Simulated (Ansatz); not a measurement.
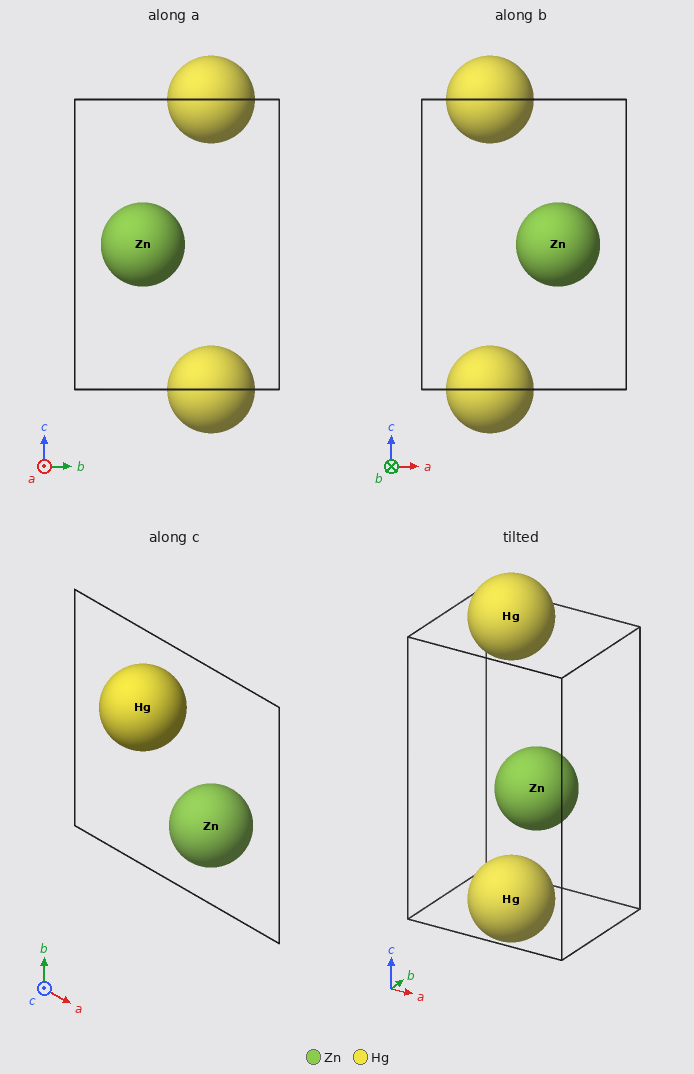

Spheres-only drawing of the structure, looking along the a axis, along the b axis, along the c axis and slightly off an axis. The parallelepiped is the conventional unit cell.

Lattice parameters: a = 3.4115 Å, b = 3.4115 Å, c = 4.1886 Å, α = 90.000°, β = 90.000°, γ = 120.000°.

Write the structure as a CIF in P1 with every atom of the cell.

```cif
data_structure
_symmetry_space_group_name_H-M 'P 1'
_symmetry_Int_Tables_number 1
_cell_length_a 3.4115
_cell_length_b 3.4115
_cell_length_c 4.1886
_cell_angle_alpha 90.000
_cell_angle_beta 90.000
_cell_angle_gamma 120.000
_cell_volume 42.22
loop_
_atom_site_label
_atom_site_type_symbol
_atom_site_fract_x
_atom_site_fract_y
_atom_site_fract_z
_atom_site_occupancy
Zn1 Zn 0.6667 0.3333 0.5000 1
Hg1 Hg 0.3333 0.6667 0.0000 1
```

Provenance: a structure type filled with these elements by a generator (whether the compound takes this form wasn't checked). Earlier steps of the study may have refined or changed the cell and positions. It went into a calculation with Ansatz.
